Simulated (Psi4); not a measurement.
**InF (SMILES [F][In]): B3LYP/def2-SVP (core potential, sweep point 5)**

Aim: the vertical electron affinity of InF at B3LYP/def2-SVP (core potential, sweep point 5), from 2 runs. 

Program for the calculation: Psi4 1.11.

4 further runs of the same task are left out: 4 set aside as unsound or not needed.

## Step 1: Starting point

InF has 2 atoms, charge 0, and is taken as a singlet. SMILES: `[F][In]`. The shape comes from GFN2-xTB, which is rough for such elements, and wasn't checked as a minimum.

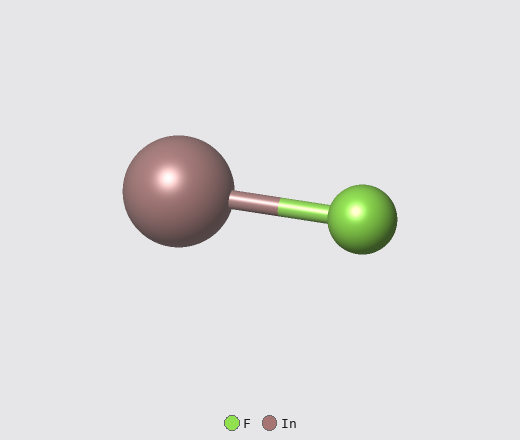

The structure, seen from a chosen angle (fluorine green, indium brown).

## Step 2: The energy at B3LYP/def2-SVP (core potential, sweep point 5)

calc.dat

```
memory 1600 mb

molecule system {
  0 1
  F      0.000000     0.000000     0.000000
  In     0.000000     0.000000     2.025490
  symmetry c1
}

set globals {
  puream               true
  scf_type             pk
  dft_radial_points    75
  dft_spherical_points 302
}

e, wfn = energy("b3lyp/def2-SVP", return_wfn=True)
print_variables()
```

Launch:

```sh
$ psi4 -n 1 calc.dat calc.out
```

calc.out:

```text
[...]
    !!!  WARNING: ECP capability is in beta. Please check occupations closely.  !!!
[...]
  Running in c1 symmetry.
[...]
  Nuclear repulsion =   49.377924757283438
[...]
  Multiplicity = 1
[...]
  Nalpha       = 15
  Nbeta        = 15
[...]
    Number of basis functions: 40
[...]
   @RKS iter   1:  -289.87540859294643   -1.10721e+00   1.49801e-02 DIIS/ADIIS
[...]
   @RKS iter   8:  -290.01895356166870   -2.44647e-08   7.08043e-07 DIIS
[...]
    Orbital Energies [Eh]
    ---------------------
    Doubly Occupied:
       1A    -24.577487     2A     -4.666887     3A     -3.071555
       4A     -3.071555     5A     -3.063065     6A     -1.027761
       7A     -0.760118     8A     -0.760118     9A     -0.753116
      10A     -0.753116    11A     -0.747773    12A     -0.384650
      13A     -0.315896    14A     -0.315896    15A     -0.266456
[...]
  @RKS Final Energy:  -290.01895356166870
   => Energetics <=
    Nuclear Repulsion Energy =             49.3779247572834379
    One-Electron Energy =                -574.0315896460607519
    Two-Electron Energy =                 256.7539313088426525
    DFT Exchange-Correlation Energy =     -22.1192199817341120
    Empirical Dispersion Energy =           0.0000000000000000
    VV10 Nonlocal Energy =                  0.0000000000000000
    Total Energy =                       -290.0189535616686953
[...]
 Multipole Moments:
 ------------------------------------------------------------------------------------
     Multipole            Electronic (a.u.)      Nuclear  (a.u.)        Total (a.u.)
 ------------------------------------------------------------------------------------
 L = 1.  Multiply by 2.5417464519 to convert [e a0] to [Debye]
 Dipole X            :          0.0000000            0.0000000            0.0000000
 Dipole Y            :          0.0000000            0.0000000            0.0000000
 Dipole Z            :         19.3341241          -18.1564068            1.1777173
 Magnitude           :                                                    1.1777173
[...]
```

Wall time 1.8 s (1 thread of AMD EPYC 9R14 (Zen 4), shared host); peak memory 0.25 GiB.

## Step 3: The doublet anion

job.in

```
memory 1.6 GB

molecule mol {
  -1 2
  F      0.000000     0.000000     0.000000
  In     0.000000     0.000000     2.025490
  symmetry c1
}

set globals {
  basis                def2-SVP
  reference            uks
  puream               true
  scf_type             pk
  dft_radial_points    75
  dft_spherical_points 302
  maxiter              150
}

E, wfn = energy('b3lyp', return_wfn=True)
```

Launch:

```sh
$ psi4 -n 1 job.in job.out
```

job.out:

```text
[...]
    !!!  WARNING: ECP capability is in beta. Please check occupations closely.  !!!
[...]
  Running in c1 symmetry.
[...]
  Nuclear repulsion =   49.377924757283438
[...]
  Multiplicity = 2
[...]
  Nalpha       = 16
  Nbeta        = 15
[...]
    Number of basis functions: 40
[...]
   @UKS iter   1:  -289.81394989732502   -1.04575e+00   1.60668e-02 ADIIS/DIIS
[...]
   @UKS iter   9:  -290.00733166672660   -3.12724e-09   2.88451e-07 DIIS
[...]
   @S^2 Observed:                7.514911384E-01
[...]
    Orbital Energies [Eh]
    ---------------------
    Alpha Occupied:
       1A    -24.365571     2A     -4.427133     3A     -2.833637
       4A     -2.827174     5A     -2.825439     6A     -0.820881
       7A     -0.519299     8A     -0.517928     9A     -0.517186
      10A     -0.511189    11A     -0.509591    12A     -0.172913
      13A     -0.115187    14A     -0.111884    15A     -0.055570
      16A      0.086410
    Alpha Virtual:
      17A      0.128409    18A      0.188603    19A      0.332245
      20A      0.361513    21A      0.363515    22A      0.431165
      23A      0.541536    24A      0.543394    25A      0.584609
[...]
  @UKS Final Energy:  -290.00733166672660
   => Energetics <=
    Nuclear Repulsion Energy =             49.3779247572834379
    One-Electron Energy =                -580.8408143446888516
    Two-Electron Energy =                 263.7282281503922263
    DFT Exchange-Correlation Energy =     -22.2726702297133379
    Empirical Dispersion Energy =           0.0000000000000000
    VV10 Nonlocal Energy =                  0.0000000000000000
    Total Energy =                       -290.0073316667265999
[...]
 Multipole Moments:
 ------------------------------------------------------------------------------------
     Multipole            Electronic (a.u.)      Nuclear  (a.u.)        Total (a.u.)
 ------------------------------------------------------------------------------------
 L = 1.  Multiply by 2.5417464519 to convert [e a0] to [Debye]
 Dipole X            :          0.0000000            0.0000000            0.0000000
 Dipole Y            :         -0.0000000            0.0000000           -0.0000000
 Dipole Z            :         18.7151485          -18.1564068            0.5587417
 Magnitude           :                                                    0.5587417
[...]
```

It took 2.1 s on 1 thread of AMD EPYC 9R14 (Zen 4), shared host; peak memory 0.25 GiB.

## Step 4: Outcome

Level: B3LYP/def2-SVP (core potential, sweep point 5).

| quantity | value |
| --- | --- |
| singlet InF: total energy | -290.01895 Eh |
| singlet InF: dipole moment | 2.99 D |
| singlet InF: HOMO energy | -7.25 eV |
| singlet InF: LUMO energy | -1.73 eV |
| singlet InF: HOMO–LUMO gap | 5.52 eV |
| doublet anion: total energy | -290.00733 Eh |
| doublet anion: HOMO energy (highest over α and β) | 2.35 eV |
| doublet anion: LUMO energy (lowest over α and β) | 3.49 eV |
| doublet anion: ⟨S²⟩ | 0.751 |
| vertical electron affinity (to the doublet anion) | -0.316 eV |

What this shows: The anion lies 0.32 eV (7.3 kcal/mol) above the neutral: the electron isn't bound at this level, and such a value depends on the basis. Without diffuse functions anions come out too high. The HOMO (doublet anion) lies at positive energy, 2.35 eV; only total energies tell whether the electron is bound.
